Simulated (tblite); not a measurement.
C5H11OSi: geometry relaxation (part 2 of 2)

Continued. System: C5H11OSi, multiplicity 2, SMILES [CH2]CC[SiH2]OC=C. Method: GFN2-xTB geometry optimisation, gas phase (tblite 0.8.0). It belongs to a series of runs on one base structure; here: H removed from sp3 C.

Geometry of the input (Å):
```
C  -2.6838  0.6971  0.6778
C  -2.5353  -0.3294  -0.4153
C  -1.1966  -1.0524  -0.3333
Si 0.2462  0.0924  -0.5138
O  1.6840  -0.9012  -0.4439
C  2.9301  -0.4104  -0.8145
C  3.3907  0.7087  -0.2706
H  -2.6072  1.7264  0.2568
H  -1.9630  0.5349  1.5023
H  -2.7065  0.1289  -1.3833
H  -3.3327  -1.0950  -0.2503
H  -1.1011  -1.6355  0.5954
H  -1.1547  -1.7834  -1.1663
H  0.1124  0.8354  -1.7432
H  0.2838  1.0902  0.5890
H  3.5031  -0.9690  -1.5298
H  4.3550  1.1371  -0.5052
H  2.7669  1.2315  0.4717
```

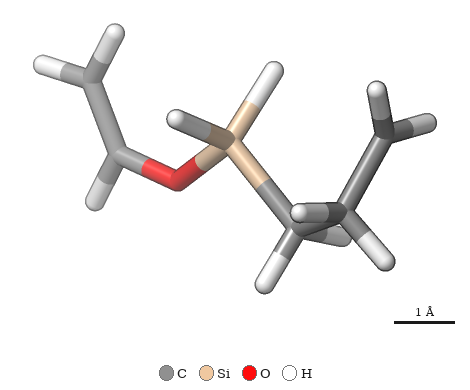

**Figure 1.** The geometry at step 82 of the log (stick view, seen at a tilt).

Trajectory as extended XYZ, continued:
```
18
Properties=species:S:1:pos:R:3:forces:R:3 step=53 energy=-599.72988
C    -2.6185    0.6797    0.6087   -0.0190  -0.0070  -0.0080
C    -2.4910   -0.3763   -0.4038   -0.0060  -0.0050  -0.0180
C    -1.1060   -1.0391   -0.3562    0.0110  -0.0050   0.0010
Si    0.2570    0.2637   -0.5191    0.0080   0.0080   0.0200
O     1.5601   -0.6670   -0.8379    0.0000   0.0080   0.0210
C     2.8789   -0.4223   -0.8032   -0.0030   0.0100  -0.0190
C     3.4599    0.6755   -0.3556    0.0090   0.0150  -0.0120
H    -2.8827    1.6831    0.3468   -0.0090   0.0160  -0.0060
H    -2.4383    0.4503    1.6400    0.0040  -0.0080   0.0290
H    -2.6638    0.0330   -1.3991    0.0010   0.0210  -0.0260
H    -3.2423   -1.1622   -0.2349   -0.0210   0.0000   0.0170
H    -1.0014   -1.5628    0.5951   -0.0030  -0.0060   0.0120
H    -1.0403   -1.7982   -1.1365    0.0050   0.0180  -0.0280
H     0.0458    1.2072   -1.6241    0.0090  -0.0500   0.0170
H     0.4131    1.0272    0.7226   -0.0070  -0.0070   0.0130
H     3.4497   -1.2605   -1.1881    0.0140   0.0070   0.0120
H     4.5282    0.7765   -0.3553    0.0110  -0.0190  -0.0080
H     2.8826    1.4985    0.0241   -0.0040   0.0040  -0.0170
18
Properties=species:S:1:pos:R:3:forces:R:3 step=58 energy=-599.73197
C    -2.6321    0.6709    0.6094    0.0050   0.0040  -0.0010
C    -2.4933   -0.3790   -0.4100    0.0070   0.0100   0.0020
C    -1.1031   -1.0316   -0.3560   -0.0080  -0.0050   0.0020
Si    0.2574    0.2746   -0.4967    0.0020  -0.0230   0.0110
O     1.5542   -0.6653   -0.8112    0.0160  -0.0040   0.0030
C     2.8741   -0.4276   -0.7975    0.0160   0.0000   0.0230
C     3.4638    0.6767   -0.3785    0.0050   0.0000   0.0070
H    -2.8873    1.6783    0.3498   -0.0060  -0.0170   0.0090
H    -2.4396    0.4389    1.6398   -0.0210   0.0050  -0.0360
H    -2.6583    0.0338   -1.4061   -0.0210   0.0170   0.0140
H    -3.2447   -1.1671   -0.2462    0.0190   0.0060  -0.0120
H    -1.0034   -1.5640    0.5911   -0.0050  -0.0260  -0.0160
H    -1.0152   -1.7748   -1.1497   -0.0410  -0.0120   0.0130
H     0.0587    1.2117   -1.6056    0.0000   0.0010  -0.0100
H     0.3974    1.0330    0.7480    0.0200   0.0120   0.0280
H     3.4402   -1.2776   -1.1637   -0.0080   0.0080   0.0000
H     4.5331    0.7672   -0.3811    0.0060   0.0090  -0.0210
H     2.8896    1.5082   -0.0124    0.0140   0.0160  -0.0170
18
Properties=species:S:1:pos:R:3:forces:R:3 step=62 energy=-599.73362
C    -2.6324    0.6679    0.6059   -0.0050   0.0260   0.0180
C    -2.4910   -0.3772   -0.4154   -0.0140   0.0100   0.0130
C    -1.1031   -1.0324   -0.3568    0.0030   0.0010  -0.0130
Si    0.2580    0.2762   -0.4748    0.0030   0.0020  -0.0150
O     1.5546   -0.6654   -0.7855   -0.0100  -0.0120   0.0300
C     2.8741   -0.4292   -0.7870   -0.0090  -0.0010   0.0060
C     3.4684    0.6810   -0.3913    0.0080  -0.0050  -0.0170
H    -2.8943    1.6742    0.3548   -0.0200   0.0330  -0.0280
H    -2.4458    0.4341    1.6348    0.0000  -0.0270   0.0400
H    -2.6575    0.0422   -1.4083    0.0110  -0.0030  -0.0060
H    -3.2423   -1.1648   -0.2558   -0.0120  -0.0170  -0.0130
H    -1.0087   -1.5794    0.5827   -0.0210  -0.0020  -0.0110
H    -1.0151   -1.7663   -1.1584   -0.0130  -0.0170  -0.0060
H     0.0723    1.2048   -1.5956   -0.0070   0.0010   0.0340
H     0.3861    1.0391    0.7728    0.0220  -0.0310  -0.0370
H     3.4322   -1.2854   -1.1500    0.0200   0.0060   0.0130
H     4.5375    0.7665   -0.4114    0.0180   0.0340  -0.0050
H     2.8982    1.5205   -0.0371    0.0270   0.0040  -0.0040
18
Properties=species:S:1:pos:R:3:forces:R:3 step=66 energy=-599.73607
C    -2.6427    0.6685    0.6082   -0.0010  -0.0470  -0.0270
C    -2.4936   -0.3715   -0.4191    0.0030  -0.0190  -0.0190
C    -1.1056   -1.0310   -0.3605   -0.0430  -0.0150  -0.0030
Si    0.2598    0.2756   -0.4471   -0.0100  -0.0390  -0.0130
O     1.5568   -0.6699   -0.7379    0.0390  -0.0220   0.0070
C     2.8759   -0.4335   -0.7687    0.0380   0.0190  -0.0050
C     3.4807    0.6866   -0.4175   -0.0020   0.0290  -0.0140
H    -2.9115    1.6742    0.3538    0.0050  -0.0350   0.0450
H    -2.4594    0.4188    1.6354   -0.0220   0.0490  -0.0010
H    -2.6539    0.0544   -1.4109    0.0150  -0.0040   0.0100
H    -3.2422   -1.1667   -0.2755   -0.0110   0.0400   0.0100
H    -1.0214   -1.6004    0.5666   -0.0150   0.0300   0.0150
H    -1.0178   -1.7542   -1.1728    0.0020   0.0180  -0.0150
H     0.0848    1.2014   -1.5688   -0.0070   0.0390  -0.0020
H     0.3796    1.0371    0.8002    0.0190  -0.0200  -0.0110
H     3.4304   -1.2967   -1.1221   -0.0030  -0.0050   0.0370
H     4.5505    0.7718   -0.4568   -0.0250   0.0070  -0.0200
H     2.9206    1.5418   -0.0830    0.0180  -0.0250   0.0090
18
Properties=species:S:1:pos:R:3:forces:R:3 step=70 energy=-599.73929
C    -2.6688    0.6557    0.6086    0.0100   0.0200   0.0460
C    -2.4986   -0.3703   -0.4278   -0.0020   0.0160   0.0000
C    -1.1120   -1.0273   -0.3656    0.0500   0.0020  -0.0020
Si    0.2632    0.2733   -0.4181    0.0280   0.0060  -0.0140
O     1.5676   -0.6705   -0.6881   -0.0100   0.0020  -0.0370
C     2.8873   -0.4382   -0.7457   -0.0070   0.0160   0.0190
C     3.5018    0.6963   -0.4622   -0.0190  -0.0480  -0.0110
H    -2.9424    1.6623    0.3643    0.0000  -0.0180   0.0120
H    -2.5004    0.4053    1.6385   -0.0090   0.0030  -0.0180
H    -2.6476    0.0686   -1.4142   -0.0100   0.0070  -0.0360
H    -3.2453   -1.1678   -0.2999   -0.0410   0.0000  -0.0090
H    -1.0385   -1.6133    0.5514    0.0010   0.0070   0.0160
H    -1.0146   -1.7303   -1.1938   -0.0030  -0.0220  -0.0030
H     0.0910    1.2244   -1.5224    0.0160  -0.0150   0.0070
H     0.3877    1.0223    0.8353   -0.0030  -0.0160   0.0130
H     3.4320   -1.3244   -1.0571    0.0080   0.0300   0.0400
H     4.5710    0.7665   -0.5143    0.0250   0.0170  -0.0360
H     2.9579    1.5739   -0.1652   -0.0340  -0.0070   0.0130
18
Properties=species:S:1:pos:R:3:forces:R:3 step=74 energy=-599.74050
C    -2.6648    0.6569    0.6104   -0.0010  -0.0120  -0.0230
C    -2.4981   -0.3681   -0.4292    0.0060   0.0020  -0.0070
C    -1.1109   -1.0291   -0.3677   -0.0260  -0.0010   0.0040
Si    0.2654    0.2716   -0.4158   -0.0150  -0.0220  -0.0030
O     1.5687   -0.6715   -0.6870    0.0100  -0.0090  -0.0070
C     2.8877   -0.4378   -0.7412    0.0090  -0.0030  -0.0040
C     3.5033    0.6976   -0.4664   -0.0060   0.0100   0.0040
H    -2.9468    1.6610    0.3676   -0.0030   0.0050   0.0060
H    -2.5052    0.4049    1.6403    0.0040  -0.0140   0.0030
H    -2.6462    0.0713   -1.4170    0.0020   0.0070   0.0130
H    -3.2502   -1.1635   -0.3041    0.0080   0.0260  -0.0040
H    -1.0418   -1.6147    0.5505    0.0110   0.0130  -0.0040
H    -1.0172   -1.7337   -1.1962    0.0070   0.0070   0.0230
H     0.0962    1.2225   -1.5180    0.0080   0.0110  -0.0170
H     0.3868    1.0169    0.8394    0.0010  -0.0100   0.0220
H     3.4339   -1.3240   -1.0450    0.0260  -0.0130   0.0100
H     4.5730    0.7718   -0.5292   -0.0270   0.0030  -0.0100
H     2.9573    1.5740   -0.1676   -0.0130  -0.0020  -0.0060
18
Properties=species:S:1:pos:R:3:forces:R:3 step=78 energy=-599.74160
C    -2.6768    0.6504    0.6108    0.0100   0.0140   0.0030
C    -2.5003   -0.3634   -0.4373    0.0010   0.0030   0.0000
C    -1.1143   -1.0248   -0.3702    0.0150   0.0000   0.0000
Si    0.2689    0.2701   -0.3972    0.0100  -0.0030  -0.0030
O     1.5735   -0.6762   -0.6589    0.0050  -0.0050   0.0120
C     2.8926   -0.4427   -0.7243    0.0030   0.0120  -0.0080
C     3.5084    0.7023   -0.4913   -0.0230  -0.0200  -0.0180
H    -2.9624    1.6551    0.3757   -0.0040   0.0100   0.0140
H    -2.5199    0.3881    1.6390    0.0010  -0.0030  -0.0090
H    -2.6435    0.0839   -1.4218    0.0170   0.0180   0.0010
H    -3.2569   -1.1550   -0.3233    0.0110  -0.0230  -0.0090
H    -1.0482   -1.6185    0.5427   -0.0110   0.0120   0.0110
H    -1.0112   -1.7228   -1.2024   -0.0090  -0.0070  -0.0020
H     0.1118    1.2314   -1.4941    0.0110  -0.0080   0.0040
H     0.3866    1.0029    0.8671   -0.0040  -0.0140   0.0000
H     3.4417   -1.3369   -0.9997   -0.0010  -0.0040  -0.0050
H     4.5759    0.7764   -0.5796   -0.0080   0.0050   0.0250
H     2.9655    1.5863   -0.2116   -0.0260   0.0140  -0.0160
18
Properties=species:S:1:pos:R:3:forces:R:3 step=82 energy=-599.74293
C    -2.6737    0.6511    0.6092   -0.0050  -0.0190   0.0140
C    -2.4965   -0.3550   -0.4463    0.0110   0.0170  -0.0070
C    -1.1147   -1.0246   -0.3740   -0.0100   0.0010   0.0050
Si    0.2737    0.2629   -0.3755    0.0130   0.0150   0.0100
O     1.5784   -0.6895   -0.6112   -0.0130  -0.0210  -0.0140
C     2.8933   -0.4475   -0.7107   -0.0100  -0.0240   0.0260
C     3.5005    0.7088   -0.5203    0.0160   0.0440   0.0070
H    -2.9738    1.6559    0.3901    0.0070  -0.0230   0.0030
H    -2.5212    0.3707    1.6326    0.0010   0.0190   0.0280
H    -2.6265    0.1063   -1.4259   -0.0010  -0.0070  -0.0220
H    -3.2571   -1.1465   -0.3465    0.0220   0.0270  -0.0190
H    -1.0585   -1.6224    0.5364   -0.0150  -0.0070   0.0150
H    -1.0103   -1.7185   -1.2093   -0.0040  -0.0050  -0.0010
H     0.1430    1.2258   -1.4745    0.0040  -0.0050   0.0110
H     0.3677    0.9875    0.8968    0.0080  -0.0110  -0.0260
H     3.4461   -1.3450   -0.9674   -0.0030   0.0000  -0.0180
H     4.5652    0.7911   -0.6293    0.0040   0.0080   0.0180
H     2.9555    1.5954   -0.2507   -0.0260  -0.0090  -0.0310
18
Properties=species:S:1:pos:R:3:forces:R:3 step=86 energy=-599.74491
C    -2.6724    0.6532    0.6138   -0.0170  -0.0090   0.0080
C    -2.4932   -0.3411   -0.4523    0.0120  -0.0070   0.0050
C    -1.1187   -1.0239   -0.3717    0.0050  -0.0080  -0.0020
Si    0.2850    0.2468   -0.3825   -0.0040  -0.0430   0.0010
O     1.5869   -0.7110   -0.6204    0.0210   0.0040  -0.0180
C     2.9007   -0.4515   -0.7079    0.0140   0.0210  -0.0050
C     3.4874    0.7184   -0.5277   -0.0190  -0.0400   0.0170
H    -2.9795    1.6580    0.4074    0.0020  -0.0020  -0.0170
H    -2.5233    0.3652    1.6358    0.0090  -0.0030   0.0160
H    -2.6194    0.1261   -1.4304    0.0270   0.0020   0.0110
H    -3.2538   -1.1334   -0.3644   -0.0230   0.0290  -0.0090
H    -1.0750   -1.6079    0.5495    0.0020  -0.0060  -0.0260
H    -1.0235   -1.7306   -1.1976    0.0070  -0.0010   0.0130
H     0.1579    1.2166   -1.4753    0.0050  -0.0030   0.0110
H     0.3857    0.9507    0.8975    0.0110   0.0420   0.0130
H     3.4719   -1.3411   -0.9547   -0.0350   0.0120   0.0020
H     4.5524    0.8156   -0.6242   -0.0140   0.0160   0.0140
H     2.9222    1.5963   -0.2714   -0.0030  -0.0030  -0.0330
18
Properties=species:S:1:pos:R:3:forces:R:3 step=91 energy=-599.74668
C    -2.6796    0.6486    0.6198    0.0170   0.0040  -0.0080
C    -2.4857   -0.3294   -0.4595   -0.0040  -0.0070   0.0030
C    -1.1189   -1.0250   -0.3725   -0.0150  -0.0180   0.0180
Si    0.2946    0.2327   -0.3628   -0.0200   0.0140   0.0040
O     1.5952   -0.7259   -0.5981   -0.0230  -0.0090  -0.0050
C     2.9057   -0.4569   -0.6967   -0.0170  -0.0150  -0.0040
C     3.4777    0.7236   -0.5497    0.0130   0.0320  -0.0170
H    -2.9915    1.6533    0.4189    0.0010  -0.0040   0.0070
H    -2.5278    0.3526    1.6400    0.0000   0.0020  -0.0210
H    -2.5929    0.1524   -1.4328    0.0150   0.0190   0.0160
H    -3.2574   -1.1131   -0.3956   -0.0100  -0.0020  -0.0150
H    -1.0886   -1.6121    0.5456    0.0060  -0.0320   0.0190
H    -1.0231   -1.7316   -1.1979    0.0050   0.0100  -0.0080
H     0.1851    1.2094   -1.4505   -0.0100   0.0080  -0.0060
H     0.3810    0.9370    0.9199    0.0240   0.0140  -0.0080
H     3.4783   -1.3497   -0.9225    0.0240   0.0010   0.0150
H     4.5403    0.8373   -0.6503    0.0000  -0.0040   0.0060
H     2.8989    1.6031   -0.3317   -0.0050  -0.0140   0.0060
18
Properties=species:S:1:pos:R:3:forces:R:3 step=95 energy=-599.74787
C    -2.6783    0.6486    0.6221    0.0080   0.0000   0.0040
C    -2.4831   -0.3250   -0.4603    0.0140   0.0020  -0.0050
C    -1.1215   -1.0308   -0.3664    0.0060   0.0050   0.0040
Si    0.2966    0.2254   -0.3625    0.0000  -0.0260  -0.0040
O     1.5955   -0.7343   -0.6126    0.0060   0.0080   0.0010
C     2.9066   -0.4585   -0.6967   -0.0140  -0.0210  -0.0040
C     3.4699    0.7274   -0.5581    0.0060   0.0050  -0.0110
H    -3.0000    1.6511    0.4270   -0.0010   0.0070  -0.0050
H    -2.5363    0.3467    1.6408    0.0120  -0.0080   0.0190
H    -2.5739    0.1695   -1.4282    0.0060   0.0010  -0.0160
H    -3.2662   -1.0993   -0.4129    0.0170  -0.0040  -0.0100
H    -1.0941   -1.6187    0.5525   -0.0050  -0.0010  -0.0120
H    -1.0250   -1.7372   -1.1928   -0.0050   0.0180   0.0120
H     0.1891    1.2109   -1.4429   -0.0300  -0.0040  -0.0110
H     0.4048    0.9282    0.9187    0.0050   0.0100   0.0120
H     3.4918   -1.3486   -0.9015   -0.0090  -0.0050   0.0140
H     4.5334    0.8463   -0.6414   -0.0010  -0.0060  -0.0030
H     2.8820    1.6046   -0.3613   -0.0140   0.0200   0.0140
18
Properties=species:S:1:pos:R:3:forces:R:3 step=99 energy=-599.74837
C    -2.6771    0.6471    0.6234   -0.0010  -0.0020  -0.0020
C    -2.4801   -0.3229   -0.4625    0.0010   0.0080   0.0030
C    -1.1206   -1.0299   -0.3643    0.0010  -0.0010  -0.0050
Si    0.2968    0.2242   -0.3561    0.0020   0.0320   0.0030
O     1.5946   -0.7353   -0.6063   -0.0090  -0.0110   0.0020
C     2.9048   -0.4601   -0.6954    0.0090   0.0180   0.0160
C     3.4664    0.7280   -0.5658   -0.0050   0.0020   0.0150
H    -2.9995    1.6499    0.4282    0.0040  -0.0100   0.0140
H    -2.5306    0.3431    1.6418    0.0020   0.0060  -0.0150
H    -2.5666    0.1749   -1.4300    0.0080  -0.0030   0.0070
H    -3.2622   -1.0988   -0.4231    0.0040   0.0110  -0.0010
H    -1.0977   -1.6229    0.5507   -0.0040   0.0000   0.0080
H    -1.0229   -1.7319   -1.1930    0.0060  -0.0100  -0.0160
H     0.1868    1.2073   -1.4398   -0.0250  -0.0100   0.0040
H     0.4045    0.9324    0.9241    0.0050  -0.0100  -0.0150
H     3.4886   -1.3524   -0.8922    0.0070  -0.0040  -0.0010
H     4.5300    0.8488   -0.6478   -0.0100  -0.0070  -0.0110
H     2.8762    1.6049   -0.3685    0.0060  -0.0070  -0.0070
18
Properties=species:S:1:pos:R:3:forces:R:3 step=103 energy=-599.74884
C    -2.6752    0.6459    0.6252    0.0030   0.0020  -0.0010
C    -2.4739   -0.3152   -0.4668    0.0030  -0.0080  -0.0040
C    -1.1208   -1.0326   -0.3629    0.0020  -0.0080  -0.0100
Si    0.2996    0.2186   -0.3474   -0.0080  -0.0170   0.0000
O     1.5967   -0.7435   -0.5930   -0.0020   0.0080   0.0030
C     2.9055   -0.4612   -0.6852   -0.0120  -0.0220   0.0010
C     3.4594    0.7323   -0.5784    0.0080  -0.0010   0.0100
H    -3.0067    1.6466    0.4381   -0.0030   0.0120   0.0060
H    -2.5315    0.3345    1.6411    0.0080  -0.0020   0.0070
H    -2.5468    0.1904   -1.4309    0.0000   0.0090  -0.0020
H    -3.2631   -1.0840   -0.4421   -0.0030  -0.0080  -0.0010
H    -1.1064   -1.6313    0.5490    0.0000   0.0160  -0.0020
H    -1.0230   -1.7305   -1.1956    0.0070  -0.0050  -0.0040
H     0.1835    1.2018   -1.4294   -0.0120  -0.0010  -0.0090
H     0.4115    0.9242    0.9317   -0.0010   0.0070   0.0140
H     3.4952   -1.3535   -0.8661    0.0010   0.0060  -0.0020
H     4.5217    0.8548   -0.6688    0.0060   0.0090   0.0020
H     2.8655    1.6092   -0.3950    0.0030   0.0020  -0.0090
18
Properties=species:S:1:pos:R:3:forces:R:3 step=107 energy=-599.74901
C    -2.6746    0.6452    0.6254    0.0060  -0.0010   0.0000
C    -2.4728   -0.3151   -0.4679   -0.0050   0.0020  -0.0020
C    -1.1201   -1.0329   -0.3640   -0.0040   0.0030   0.0000
Si    0.2986    0.2188   -0.3454    0.0000   0.0050  -0.0010
O     1.5956   -0.7432   -0.5906    0.0010  -0.0010   0.0020
C     2.9044   -0.4626   -0.6836    0.0040   0.0060   0.0010
C     3.4586    0.7311   -0.5777    0.0030   0.0040  -0.0020
H    -3.0056    1.6469    0.4399    0.0000  -0.0060   0.0040
H    -2.5267    0.3340    1.6411    0.0040  -0.0010  -0.0030
H    -2.5446    0.1928   -1.4310   -0.0050   0.0030  -0.0010
H    -3.2614   -1.0848   -0.4452   -0.0050   0.0040  -0.0010
H    -1.1074   -1.6298    0.5487    0.0020  -0.0020  -0.0020
H    -1.0207   -1.7303   -1.1971    0.0030  -0.0050   0.0060
H     0.1773    1.1993   -1.4300   -0.0030  -0.0020   0.0010
H     0.4114    0.9269    0.9334   -0.0030  -0.0030  -0.0050
H     3.4946   -1.3543   -0.8648   -0.0030  -0.0020   0.0020
H     4.5206    0.8559   -0.6701    0.0030  -0.0010   0.0050
H     2.8642    1.6084   -0.3975    0.0020  -0.0020  -0.0030
```

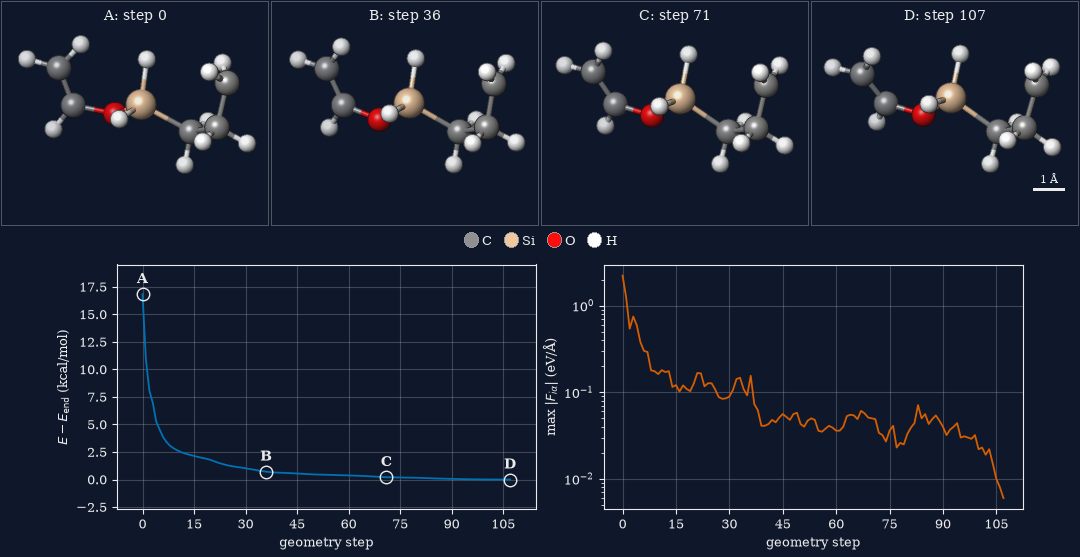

**Figure 2.** Frames of the relaxation (ball-and-stick view, seen at a tilt) above the curves, on which the letters mark them (steps are counted from 0).

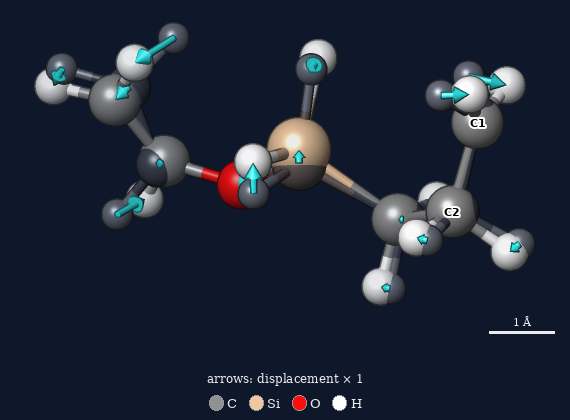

**Figure 3.** Start (faint) and end (solid) with the displacements as teal arrows, at true length (ball-and-stick view, seen at a tilt). The two geometries are laid on each other by the best rigid fit. The largest move after the best rigid fit is that of H18, 0.95 Å. By element the largest moves are H 0.95 Å, C 0.32 Å, O 0.24 Å, Si 0.22 Å. Distances before and after: Si4–O5 1.749 → 1.633 Å, O5–C6 1.390 → 1.342 Å, C1–H8 1.115 → 1.071 Å, C3–Si4 1.851 → 1.892 Å. Among the angles that change: C2–C1–H8 110.4° → 121.7°, Si4–O5–C6 121.7° → 131.4°, C2–C1–H9 112.1° → 119.7°. After 107 geometry steps the energy has fallen by 16.8 kcal/mol. The largest force component goes from 2.2 to 0.006 eV/Å. (Atoms are counted from 1 in the order of the input.)
